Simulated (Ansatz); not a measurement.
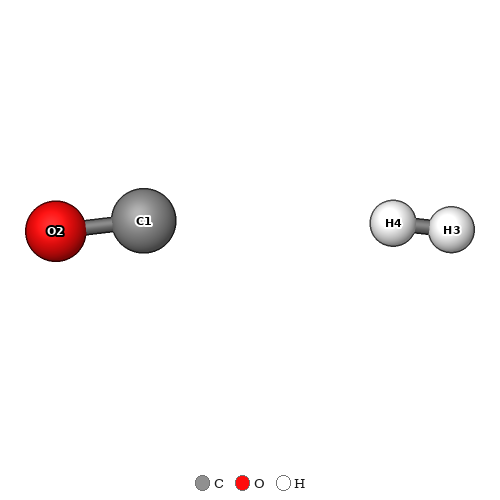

The system is the pair CO···H₂; the picture shows the reference structure. The turn is about an axis along (0.75, 0.65, 0.11) in the frame of the relaxed pair, normal to the line between the partners. Coordinates scanned: (1) distance H4···C1; (2) turn of C1, O2 about its own atom C1. The grid has 13 × 12 points. Points are written as (first, second). Energies are in kcal/mol, from the two partners far apart, frozen as in the relaxed pair, each in its own basis (no counterpoise correction). All numbers below come from Ansatz, RKS wB97X-V/def2-TZVPD.

Its coordinates:

```xyz
4

C     0.0929    0.1341   -1.4852
O     0.2836    0.0950   -2.5940
H    -0.1958   -0.1655    2.4086
H    -0.1807   -0.0634    1.6706
```

Range: distance H4···C1 from 2.666 to 5.266 Å; turn of C1, O2 about its own atom C1 from −180 to 150°.

**What will the energy surface look like?**

The lowest grid point is at (3.224 Å, 0°), −0.27 kcal/mol from the two partners far apart, frozen as in the relaxed pair, each in its own basis (no counterpoise correction). A higher local minimum lies near (4.140 Å, −180°) (0.07 kcal/mol above the lowest at that grid point). The highest grid point, (2.666 Å, −180°), lies 17.58 kcal/mol above the lowest. On the interpolated surface the easiest way out of the lowest well to the well at about (4.06 Å, −175°) passes a barrier of about 0.19 kcal/mol. Round the minimum the two coordinates are nearly uncoupled.

| second ↓, first → | 2.666 | 2.746 | 2.878 | 3.039 | 3.224 | 3.429 | 3.651 | 3.889 | 4.140 | 4.404 | 4.680 | 4.968 | 5.266 |
| --- | --- | --- | --- | --- | --- | --- | --- | --- | --- | --- | --- | --- | --- |
| 150 | 5.01 | 3.68 | 2.13 | 1.00 | 0.31 | −0.03 | −0.15 | −0.16 | −0.14 | −0.10 | −0.07 | −0.05 | −0.04 |
| 120 | 0.86 | 0.57 | 0.25 | 0.04 | −0.07 | −0.10 | −0.10 | −0.08 | −0.06 | −0.04 | −0.03 | −0.02 | −0.01 |
| 90 | 0.27 | 0.15 | 0.02 | −0.06 | −0.09 | −0.08 | −0.07 | −0.05 | −0.04 | −0.03 | −0.02 | −0.01 | −0.01 |
| 60 | 0.19 | 0.07 | −0.05 | −0.13 | −0.15 | −0.14 | −0.11 | −0.09 | −0.06 | −0.05 | −0.03 | −0.02 | −0.02 |
| 30 | 0.15 | 0.01 | −0.14 | −0.22 | −0.23 | −0.21 | −0.18 | −0.14 | −0.10 | −0.08 | −0.06 | −0.04 | −0.03 |
| 0 | 0.12 | −0.03 | −0.18 | −0.26 | −0.27 | −0.25 | −0.20 | −0.16 | −0.12 | −0.09 | −0.07 | −0.05 | −0.04 |
| −30 | 0.12 | −0.01 | −0.14 | −0.20 | −0.22 | −0.20 | −0.16 | −0.13 | −0.09 | −0.07 | −0.05 | −0.04 | −0.03 |
| −60 | 0.16 | 0.06 | −0.05 | −0.11 | −0.13 | −0.12 | −0.10 | −0.07 | −0.05 | −0.04 | −0.03 | −0.02 | −0.01 |
| −90 | 0.43 | 0.26 | 0.09 | −0.03 | −0.08 | −0.09 | −0.07 | −0.06 | −0.04 | −0.03 | −0.02 | −0.01 | −0.01 |
| −120 | 2.18 | 1.56 | 0.84 | 0.33 | 0.04 | −0.09 | −0.12 | −0.11 | −0.08 | −0.06 | −0.04 | −0.03 | −0.02 |
| −150 | 11.23 | 8.40 | 5.08 | 2.62 | 1.08 | 0.28 | −0.07 | −0.17 | −0.17 | −0.13 | −0.10 | −0.07 | −0.05 |
| −180 | 17.31 | 12.97 | 7.90 | 4.14 | 1.80 | 0.56 | 0.01 | −0.17 | −0.20 | −0.17 | −0.12 | −0.09 | −0.06 |

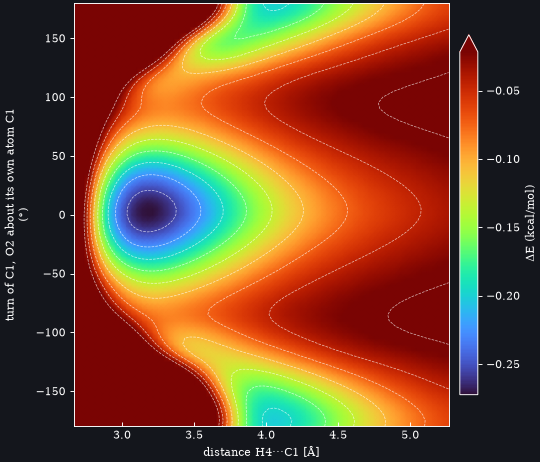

The picture shows a smooth colour map with a few white contour lines, one colour for all values above the top of the scale. Between grid points the surface is interpolated.

Each point was launched as `ansatz run input.yaml --threads 1 --pin off --max-ram 2560MiB --backend cpu --events-out ev --progress --plain --runs-dir out`. The whole map (156 points run) took 11 min on 1 thread of Arm Neoverse V1, with other jobs on the host.
